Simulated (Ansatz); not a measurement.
**PBE/STO-3G run of SiH4O (Si(OH)H3)**

Aim: the electronic atomisation energy of SiH4O (Si(OH)H3) at PBE/STO-3G, from 4 runs. 

The calculation is run with Ansatz 0.2.0.

57 further runs of the same task are left out: 2 that didn't finish, 55 set aside as unsound or not needed.

**1. The molecule**

The species is SiH4O (6 atoms), meant as a singlet with charge 0. SMILES: `[H][Si]([H])([H])O`. The shape is that of a GFN2-xTB optimisation.

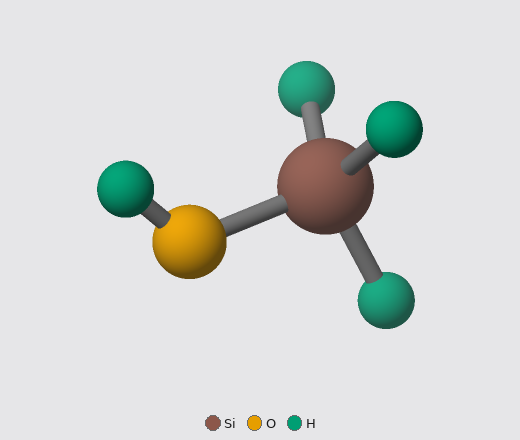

Viewed from a chosen angle; silicon brown, oxygen amber, hydrogen teal.

**2. A single-point energy at PBE/STO-3G**

The input, run.yaml:

```yaml
crystal:
  periodic: [false, false, false]
  atoms:
    - {symbol: Si, position_ang: [-0.059940, -0.114970, -0.407910]}
    - {symbol: O, position_ang: [-0.059540, -0.091910, 1.217130]}
    - {symbol: H, position_ang: [0.327320, 0.620940, 1.717260]}
    - {symbol: H, position_ang: [1.313150, -0.112770, -0.916850]}
    - {symbol: H, position_ang: [-0.760380, 1.058380, -0.933190]}
    - {symbol: H, position_ang: [-0.760600, -1.359670, -0.676430]}
basis:
  gaussian:
    orbitals: STO-3G
accuracy: high
hamiltonian:
  xc: {name: PBE}
```

Command:

```
$ ansatz run run.yaml --threads 1 --pin off --max-ram 2610MiB --events-out events.jsonl --progress --plain --runs-dir runs
```

Standard output:

```text
Warning: RAYON_NUM_THREADS=1 ignored (pool sized by the plan → 1); use --threads N
Functional definition: PBE
  name "PBE"
  parameter kappa = 0.804
  parameter beta = 0.06672455060314922
  exchange = pbe_x(kappa = kappa, mu = beta*pi^2/3)
  correlation = pbe_c(beta = beta)
314 factors; integrals over basis functions are off by at most 2.2e-8 eV
mean field evaluation 1: about -9860.4990 eV, gradient 2.3e1 eV
mean field evaluation 2: about -9859.2697 eV, gradient 3.2e1 eV
mean field evaluation 4: about -9862.2240 eV, gradient 7.3e-1 eV
mean field evaluation 8: about -9862.1757 eV, gradient 1.0e-3 eV
mean field evaluation 16: about -9862.1757 eV, gradient 1.7e-8 eV
mean field -9862.17572777 eV, -362.4282731727 hartree, gradient 1.8e-8 eV, S^2 0.000000; 0 other end points of the search recorded, 0 dependent functions left out
reference -9862.17572961 eV, -362.4282732405 hartree; 13, 13 occupied and 5, 5 virtual orbitals, 314 factors
Total energy: -9862.17572961 eV, -362.4282732405 hartree
```

Run time: 0.87 s. Hardware: 1 thread of Intel Xeon Platinum 8488C (Sapphire Rapids), shared host; peak memory 0.13 GiB.

**3. The H atom at the same level**

The input, run.yaml:

```yaml
crystal:
  periodic: [false, false, false]
  atoms:
    - {symbol: H, position_ang: [0.000000, 0.000000, 0.000000]}
basis:
  gaussian:
    orbitals: STO-3G
total_charge: 0
magnetization:
  spin_polarized: true
  initial_magnetization: 1
hamiltonian:
  xc: {name: PBE}
accuracy: high
```

Run the same way, it converges to -0.46438 Eh (log not shown).

**4. The O atom, same level**

The input, in.yaml:

```yaml
crystal:
  periodic: [false, false, false]
  atoms:
    - {symbol: O, position_ang: [0.000000, 0.000000, 0.000000]}
basis:
  gaussian: {orbitals: STO-3G}
magnetization: {spin_polarized: true, initial_magnetization: 2}
hamiltonian: {xc: {name: PBE}}
accuracy: high
```

Run the same way, it converges to -73.94877 Eh (log not shown).

**5. The Si atom, same level**

The input, input.yaml:

```yaml
crystal:
  periodic: [false, false, false]
  atoms:
    - {symbol: Si, position_ang: [0.000000, 0.000000, 0.000000]}
basis:
  gaussian:
    orbitals: STO-3G
magnetization:
  spin_polarized: true
  initial_magnetization: 2
hamiltonian:
  xc: {name: PBE}
accuracy: high
```

Run the same way, it converges to -285.77131 Eh (log not shown).

**6. What came out**

At PBE/STO-3G:

```
                     quantity          value
       molecule: total energy  -362.42827 Eh
         H atom: total energy    -0.46438 Eh
                 H atom: ⟨S²⟩          0.750
         O atom: total energy   -73.94877 Eh
                 O atom: ⟨S²⟩          2.000
        Si atom: total energy  -285.77131 Eh
                Si atom: ⟨S²⟩          2.000
electronic atomisation energy      23.148 eV
```

What this shows: Taking the molecule apart into free atoms costs 23.15 eV (2233 kJ/mol), before zero-point energy and without spin-orbit coupling. In a minimal basis such a difference can be off by several eV, whatever the method.
